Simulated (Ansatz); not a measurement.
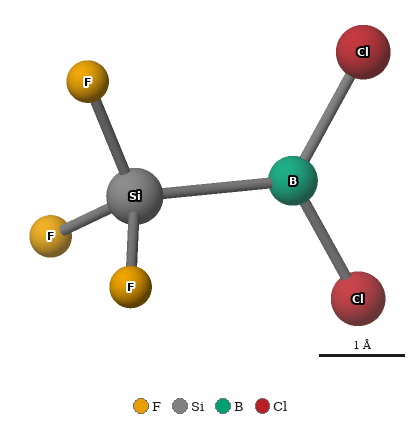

Fig. 1: The input geometry (ball-and-stick view, seen at a tilt).

# Run report: BSiCl$_{2}$F$_{3}$, single-point calculation

- system: BSiCl$_{2}$F$_{3}$
- method: RKS r2SCAN0-D4/def2-TZVPP (Ansatz 0.2.0)

The geometry comes from this level: PBE0-D4/def2-TZVP.

## What the program printed
```
Functional definition: r2SCAN0
  name "r2SCAN0"
  cite "Bursch, Neugebauer, Ehlert & Grimme, J. Chem. Phys. 156, 134105 (2022) doi:10.1063/5.0086040"
  cite "Furness, Kaplan, Ning, Perdew & Sun, J. Phys. Chem. Lett. 11, 8208 (2020) doi:10.1021/acs.jpclett.0c02405"
  cite "Furness, Kaplan, Ning, Perdew & Sun, J. Phys. Chem. Lett. 11, 9248 (2020) doi:10.1021/acs.jpclett.0c03077"
  parent r2scan
  parameter a = 0.25
  parameter k0 = 0.174
  parameter k1 = 0.065
  parameter a1 = 4.9479
  exchange = (1 - a)*r2scan_x(k0 = k0, k1 = k1, a1 = a1) + a*exact_x
  correlation = r2scan_c
1578 factors; their error is unknown
mean field evaluation 1: about -41751.6636 eV, gradient 5.0e1 eV
mean field evaluation 2: about -41749.4359 eV, gradient 6.6e1 eV
mean field evaluation 4: about -41754.9986 eV, gradient 1.5e0 eV
mean field evaluation 8: about -41755.1177 eV, gradient 3.1e-2 eV
mean field -41755.11771443 eV, -1534.4722733701 hartree, gradient 5.1e-5 eV, S^2 0.000000; 0 other end points of the search recorded, 0 dependent functions left out
reference -41755.11772249 eV, -1534.4722736664 hartree; 40, 40 occupied and 210, 210 virtual orbitals, 1578 factors
Total energy: -41755.18799276 eV, -1534.4748560511 hartree
```

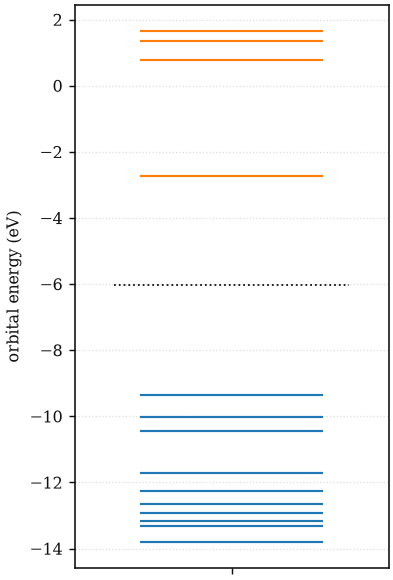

Fig. 2: Orbital energies near the frontier; the dotted line parts filled from empty levels, and levels within 0.02 eV of each other stand side by side. Highest filled −9.35 eV, lowest empty −2.73 eV, 6.62 eV apart.

This output came from the following input.

## Input
```yaml
crystal:
  periodic: [false, false, false]
  atoms:
    - {symbol: F, position_ang: [-0.114009, -1.091379, 1.756702]}
    - {symbol: Si, position_ang: [0.185130, -0.818456, 0.232735]}
    - {symbol: F, position_ang: [-0.671088, -1.842843, -0.609213]}
    - {symbol: F, position_ang: [1.708191, -1.148438, -0.017864]}
    - {symbol: B, position_ang: [-0.232891, 1.072652, -0.304843]}
    - {symbol: Cl, position_ang: [-0.847013, 2.210551, 0.847676]}
    - {symbol: Cl, position_ang: [0.032981, 1.550013, -1.950893]}
basis:
  gaussian: {orbitals: def2-TZVPP}
hamiltonian: {xc: {name: r2SCAN0}, dispersion: d4}
output: {orbitals: {seedname: orbitals}}
```

## Summary

- outcome: converged
- total energy: −41755.1880 eV
- mean-field energy: −41755.1177 eV
- dispersion energy: −0.0703 eV
- SCF solution under orbital rotations: stable
- HOMO: −9.35 eV
- LUMO: −2.73 eV
- hardware: 4 CPU threads, shared host
- wall time: 8 s (CPU time 27 s)
- peak memory: 0.87 GiB
